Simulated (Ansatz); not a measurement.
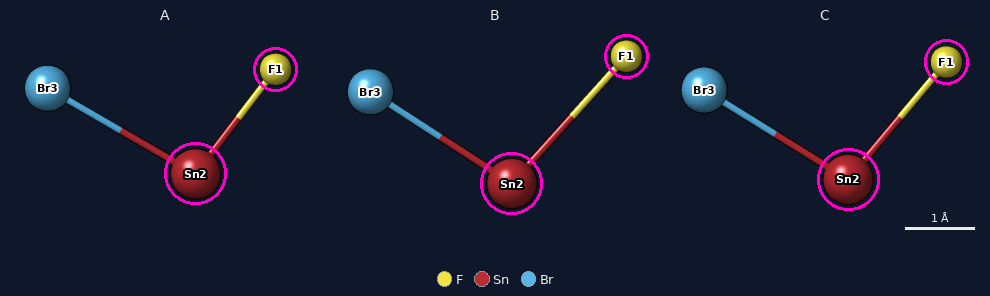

SnBrF: the F1–Sn2 distance is varied, with all other coordinates relaxed. Style: ball-and-stick. Shown face on. The ringed atoms are those of the scanned coordinate.

Level of theory: B3LYP-D4 (def2-TZVPP, Ansatz), on geometries relaxed under the constraint at PBE0-D4/def2-TZVP. Elements past krypton carry the basis set's effective core potentials. Energies are counted from the PBE0-D4/def2-TZVP minimum geometry at the same level.

Order these geometries by energy, lowest first.

Answer. Lowest first: A (the distance 1.936 Å, 0.000 eV), C (the distance 2.251 Å, 0.547 eV), B (the distance 2.517 Å, 1.361 eV). Over the whole scan: of the computed points the lowest is at the distance 1.936 Å, 0.000 eV. The end points stand at 1.402 eV (1.665 Å) and 1.361 eV (2.517 Å). The curvature at the lowest point is about 22 eV/Å² (3.6 mdyn/Å). The well is steeper on the short side, as for any bond.
